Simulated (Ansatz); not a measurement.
# Run report: CH5BrOSi, single-point calculation

CH5BrOSi, computed with RKS PBE-D4/def2-TZVPP (Ansatz 0.2.0).

The geometry comes from this level: PBE0-D4/def2-TZVP. Figures and captions count atoms from 1; the log counts them from 0 in places.

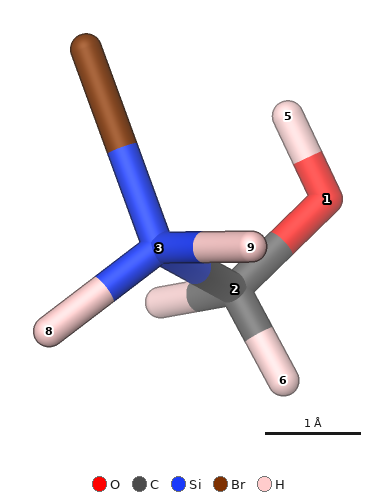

**Figure 1.** The input geometry (stick view, seen at a tilt; atoms are numbered from 1 in the order of the input).

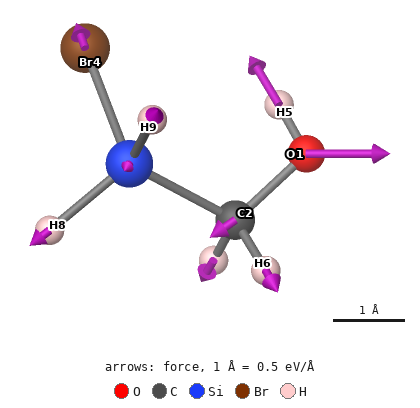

**Figure 2.** Forces on the atoms as pink arrows (ball-and-stick view, seen at a tilt; atoms are numbered from 1 in the order of the input). The largest act on O1 (0.62 eV/Å); H5 (0.48 eV/Å); H7 (0.25 eV/Å); Br4 (0.24 eV/Å), among others. The geometry is not a stationary point of this energy.

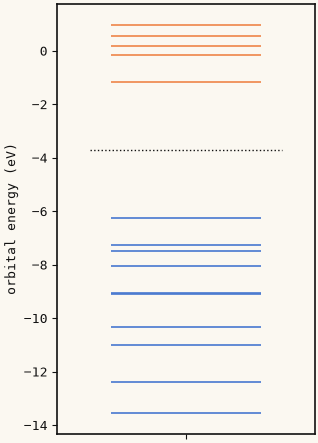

**Figure 3.** Orbital energies near the frontier; the dotted line parts filled from empty levels, and levels within 0.02 eV of each other stand side by side. Highest filled −6.26 eV, lowest empty −1.17 eV, 5.09 eV apart.

The input and output of the run follow.

The input
```yaml
crystal:
  periodic: [false, false, false]
  atoms:
    - {symbol: O, position_ang: [-0.137763, 1.569950, -0.748702]}
    - {symbol: C, position_ang: [0.706438, 0.512963, -0.335255]}
    - {symbol: Si, position_ang: [-0.203506, -0.759827, 0.713770]}
    - {symbol: Br, position_ang: [-1.976729, -1.391332, -0.489967]}
    - {symbol: H, position_ang: [-0.900292, 1.188636, -1.196568]}
    - {symbol: H, position_ang: [1.503618, 0.960062, 0.267624]}
    - {symbol: H, position_ang: [1.195454, 0.017737, -1.186354]}
    - {symbol: H, position_ang: [0.622706, -1.962550, 0.983064]}
    - {symbol: H, position_ang: [-0.721225, -0.182038, 1.975290]}
basis:
  gaussian: {orbitals: def2-TZVPP}
hamiltonian: {xc: pbe, dispersion: d4}
output: {forces: true, orbitals: {seedname: orbitals}}
```

Run as:
```bash
ansatz run in.yaml --threads 4 --pin off --events-out ev --progress --plain --max-ram 10444MiB
```

What the program printed
```
Functional definition: PBE
  name "PBE"
  cite "Perdew, Burke & Ernzerhof, Phys. Rev. Lett. 77, 3865 (1996) doi:10.1103/PhysRevLett.77.3865"
  parent pbe
  parameter kappa = 0.804
  parameter beta = 0.06672455060314922
  exchange = pbe_x(kappa = kappa, mu = beta*pi^2/3)
  correlation = pbe_c(beta = beta)
1290 factors; their error is unknown
mean field evaluation 1: about -81065.7180 eV, gradient 6.2e1 eV
mean field evaluation 2: about -80995.5226 eV, gradient 1.6e2 eV
mean field evaluation 4: about -81073.3701 eV, gradient 1.3e1 eV
mean field evaluation 8: about -81073.7703 eV, gradient 2.4e-1 eV
mean field evaluation 16: about -81073.7272 eV, gradient 7.1e-3 eV
mean field -81073.72722825 eV, -2979.4045218923 hartree, gradient 1.6e-5 eV, S^2 0.000000; 0 other end points of the search recorded, 0 dependent functions left out
the calculation of the forces begins
reference -81073.72726816 eV, -2979.4045233587 hartree; 34, 34 occupied and 188, 188 virtual orbitals, 1290 factors
Total energy: -81073.92212490 eV, -2979.4116842120 hartree
Atom 0 at    -0.137763     1.569950    -0.748702 Å, force     0.071542     0.611961     0.074282 eV/Å
Atom 1 at     0.706438     0.512963    -0.335255 Å, force     0.107928    -0.188509     0.058072 eV/Å
Atom 2 at    -0.203506    -0.759827     0.713770 Å, force     0.051663    -0.031975     0.067056 eV/Å
Atom 3 at    -1.976729    -1.391332    -0.489967 Å, force    -0.192740    -0.063535    -0.131704 eV/Å
Atom 4 at    -0.900292     1.188636    -1.196568 Å, force    -0.383706    -0.204554    -0.213995 eV/Å
Atom 5 at     1.503618     0.960062     0.267624 Å, force     0.172626     0.087837     0.124280 eV/Å
Atom 6 at     1.195454     0.017737    -1.186354 Å, force     0.133512    -0.131330    -0.171627 eV/Å
Atom 7 at     0.622706    -1.962550     0.983064 Å, force     0.095958    -0.149457     0.043516 eV/Å
Atom 8 at    -0.721225    -0.182038     1.975290 Å, force    -0.056784     0.069561     0.150121 eV/Å
Dipole moment:     0.219184    -0.126139     0.043581 e Å
```

Results in brief

```json
{"quantity": "outcome", "value": "converged"}
{"quantity": "total energy", "value": "−81073.9221 eV"}
{"quantity": "mean-field energy", "value": "−81073.7273 eV"}
{"quantity": "dispersion energy", "value": "−0.1949 eV"}
{"quantity": "SCF solution under orbital rotations", "value": "stable"}
{"quantity": "HOMO", "value": "−6.26 eV"}
{"quantity": "LUMO", "value": "−1.17 eV"}
{"quantity": "largest force (length of the vector)", "value": "0.621 eV/Å"}
{"quantity": "dipole moment", "value": "1.23 D"}
{"quantity": "hardware", "value": "4 threads of Arm Neoverse V1, 23 GiB of memory available, shared host"}
{"quantity": "wall time", "value": "2.3 s (CPU time 8.2 s)"}
{"quantity": "peak memory", "value": "0.28 GiB"}
```
